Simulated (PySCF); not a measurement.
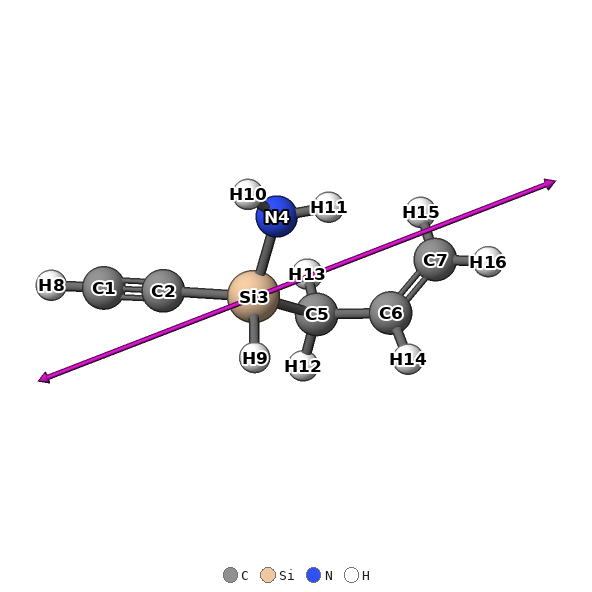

The double arrow shows the direction of the transition dipole to excited singlet state 8 (its length means nothing). The computed structure is the end point of a PBE0-D3(BJ)/def2-SVP optimisation. No frequency run is at hand to confirm it as a minimum. Properties computed with TDDFT ωB97X-D/def2-SVPD, vertical, gas phase, core orbitals frozen in the response (PySCF 2.14.0).

**How is the transition polarised?**

Close to the long direction C1···C7.

**Give its energy, strength and character.**

7.33 eV (169 nm), oscillator strength 0.13, of mixed character, with the largest part HOMO−1 → LUMO (weight 0.41); transition dipole 2.13 D.
